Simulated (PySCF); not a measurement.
```xyz
17

C    -3.4260   -0.1817    0.3607
C    -2.3666   -0.2811   -0.4515
C    -1.0164   -0.1403    0.0262
N    -0.7024    0.0858    1.2719
C     0.6760    0.1360    1.4891
C     1.2355    0.0290    0.0961
Si    3.0968    0.2696   -0.2784
C     0.1976   -0.1676   -0.7563
H    -3.2988    0.0264    1.4121
H    -4.4327   -0.3015   -0.0013
H    -2.4826   -0.4698   -1.5098
H     0.9969   -0.6982    2.1224
H     0.9618    1.0569    2.0059
H     3.7577   -0.7366    0.5509
H     3.0573    0.0476   -1.7321
H     3.4940    1.6320    0.0647
H     0.2448   -0.2946   -1.8207
```

Geometry: GFN2-xTB.

Method: PySCF 2.14.0, density-fitted response routines, UKS B3LYP, pcH-1 on C H N Si, non-relativistic, mean-field spin-orbit, GIAO.

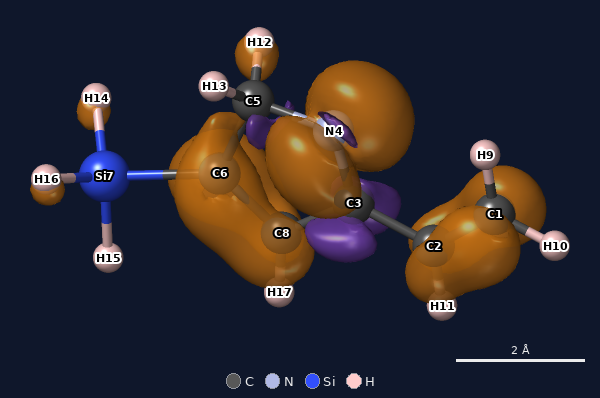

C₆H₉NSi (SMILES [CH2+][CH]C1=NCC([SiH3])=C1) (charge +1, doublet). Isosurfaces of the spin density (α minus β) at +0.015 (orange) and −0.015 e/Å³ (purple), seen at a tilt.

Where is the unpaired spin?

Answer. The unpaired spin (1 electron) lies mostly on N4 (about 0.5), C6 (about 0.1), C1 (about 0.1) and C8 (about 0.1), in electrons by Hirshfeld's partition.
